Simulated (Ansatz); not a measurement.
```xyz
9
charge 0, multiplicity 2
C    -0.4930    0.5889   -0.9358
C     0.3808   -0.2396   -0.0094
Ga   -0.2057   -0.4259    1.8954
H    -1.5045    0.1812   -1.0062
H    -0.0863    0.6283   -1.9513
H    -0.5890    1.6191   -0.5838
H     1.4001    0.1631    0.0480
H     0.4880   -1.2696   -0.3730
H     0.6981   -1.2920    2.8991
```

Work out the structure from the coordinates.

It has 9 atoms: 2 carbon, 6 hydrogen and 1 gallium (C2H6Ga). Its SMILES string is `C[CH2][GaH]`. The point group is Cs. It is an open-shell species. Coordination: 2 C tetrahedral; 1 Ga bent.

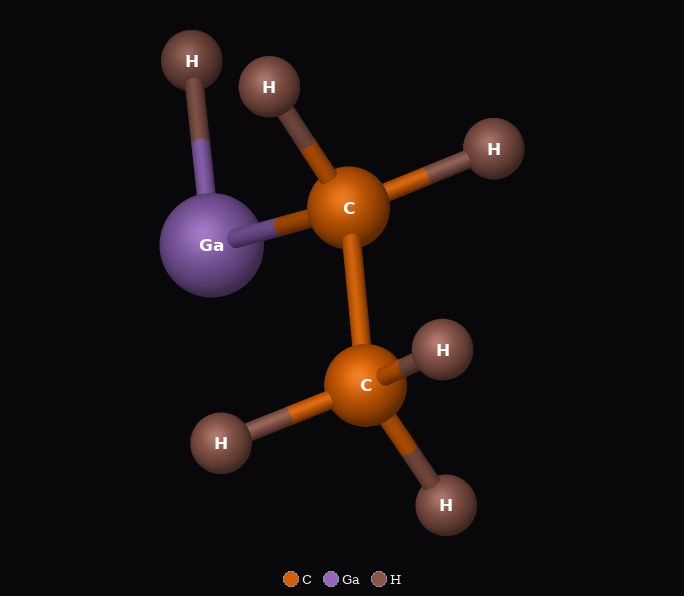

Simulated data, not a measurement (program: Ansatz).
